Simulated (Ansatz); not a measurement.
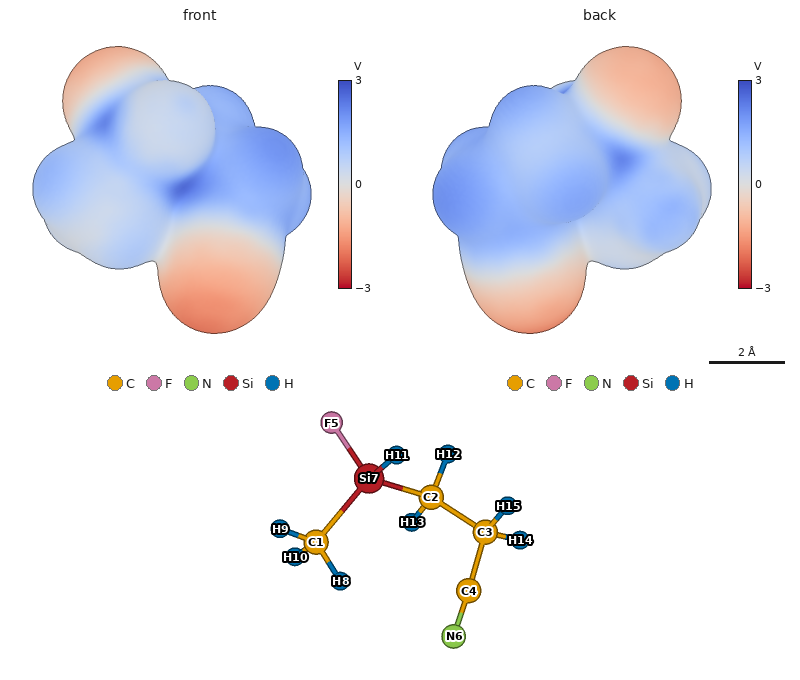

C4H8FNSi. The molecular electrostatic potential painted on the density surface at 0.004 e/bohr³, seen from the front and from behind; red is negative and blue positive. The bare structure is drawn below in the same view.

Geometry: PBE0-D3(BJ)/def2-SVP.

Theory: isolated molecule in a Gaussian basis; Kohn-Sham density functional theory, functional PBE0 in Ansatz.

Input

```
crystal:
  periodic: [false, false, false]
  atoms:
    - {symbol: C, position_ang: [0.533716, 0.721513, -2.683243]}
    - {symbol: C, position_ang: [2.243976, 1.035549, -0.079938]}
    - {symbol: C, position_ang: [1.305707, 1.572010, 1.009044]}
    - {symbol: C, position_ang: [-0.094587, 1.226278, 0.784862]}
    - {symbol: F, position_ang: [3.290863, 1.404377, -2.658039]}
    - {symbol: "N", position_ang: [-1.195797, 0.945444, 0.564777]}
    - {symbol: Si, position_ang: [1.901385, 1.643228, -1.832151]}
    - {symbol: H, position_ang: [-0.412225, 0.838280, -2.131388]}
    - {symbol: H, position_ang: [0.388145, 1.091939, -3.709344]}
    - {symbol: H, position_ang: [0.767634, -0.353337, -2.734641]}
    - {symbol: H, position_ang: [1.658287, 3.116663, -1.798513]}
    - {symbol: H, position_ang: [3.275261, 1.336534, 0.168260]}
    - {symbol: H, position_ang: [2.235768, -0.067242, -0.077679]}
    - {symbol: H, position_ang: [1.591987, 1.189424, 2.002512]}
    - {symbol: H, position_ang: [1.369655, 2.671430, 1.071593]}
basis:
  gaussian: {orbitals: def2-SVPD}
hamiltonian: {xc: pbe0}
output: {forces: true, orbitals: {seedname: orbitals}}
```

Command:

```sh
ansatz run input.yaml --threads 4 --pin off --max-ram 7830MiB --events-out events.jsonl --progress --plain --runs-dir runs
```

Which sites attract a positive test charge, and which a negative one?

A positive charge is drawn to the negative regions and a negative charge to the positive ones. The most negative region (about −1.9 V, or −44 kcal/mol for a unit charge) lies over N6, the most positive (about +2.2 V, or +51 kcal/mol for a unit charge) over Si7. N6 is the likeliest acceptor of a hydrogen bond.
